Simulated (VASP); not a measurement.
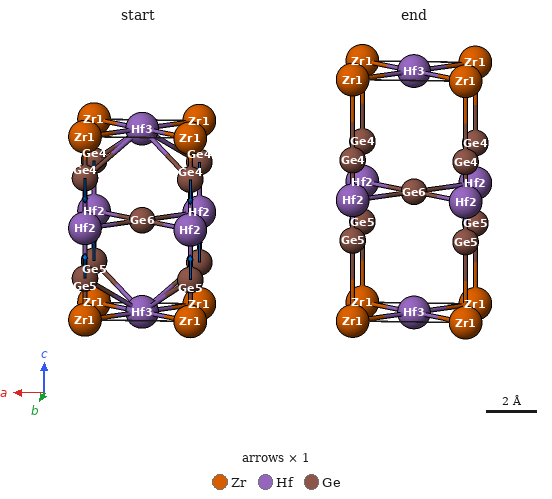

The structure of solid Hf2ZrGe3 (a generated structure, set up in P4/mmm) before (left) and after (right) a relaxation, at one scale. The blue arrows give the displacements (the part carried along by the change of the cell is left out), at their true length.

Style: ball-and-stick. Shown: the cell of the calculation, from a free direction.

The run lets cell and atoms move.

Computed with Kohn-Sham DFT of a periodic cell, PBE, VASP PAW PBE potentials, recommended in VASP 6.6.1.

The input:
```
SYSTEM = Hf2ZrGe3
PREC     = Normal         ! precision mode
ENCUT    = 520            ! plane-wave cutoff, eV
EDIFF    = 1E-4           ! SCF threshold, eV
ISMEAR   = 0              ! smearing method
SIGMA    = 0.15           ! smearing width, eV
LREAL    = .False.        ! projectors in reciprocal space
LASPH    = .True.         ! aspherical terms in the spheres
NELM     = 60             ! most SCF steps
ALGO     = Fast           ! electronic algorithm
ISIF     = 3              ! what is computed and relaxed
LWAVE    = .False.        ! write WAVECAR
LCHARG   = .False.        ! write CHGCAR
GGA      = PE             ! functional
IBRION   = 2              ! ionic algorithm
NSW      = 24             ! ionic steps
EDIFFG   = -0.08          ! ionic threshold
```

Launched with:
```bash
cat potpaw_PBE.64/Zr_sv/POTCAR potpaw_PBE.64/Hf_pv/POTCAR potpaw_PBE.64/Ge_d/POTCAR > POTCAR
mpirun -np 1 vasp_std > vasp.out
```

**Summarise the run.**

The relaxation stopped without meeting its thresholds, so the last structure isn't shown to be converged. The largest moves relative to the cell, 1.06 Å, are those of Ge4 and Ge5. Ge4 goes along −c. Hf and Zr stay in place. The drawn cell changes as follows: a = b 4.229 → 4.537 Å (+7.3 %), c 7.435 → 9.796 Å (+31.8 %); the volume changes by +51.7 %. Among the contacts that change: Zr1–Ge4 1.680 → 3.269 Å, Hf3–Ge4 3.430 → 4.580 Å, Hf2–Ge4 2.037 → 1.629 Å, Hf2–Ge6 2.990 → 3.208 Å. The space group stays P4/mmm (No. 123). After 23 geometry steps the energy has risen by 6713.872 eV per cell of the calculation. The largest force component goes from 26 to 510 eV/Å. Pressure: 64.28 GPa at the start and 2880.58 GPa at the end. The run ends above its starting energy, so the optimiser went astray. The volume changes by over a tenth within one run on a fixed set of plane waves, so the end point should be relaxed again from the new cell.
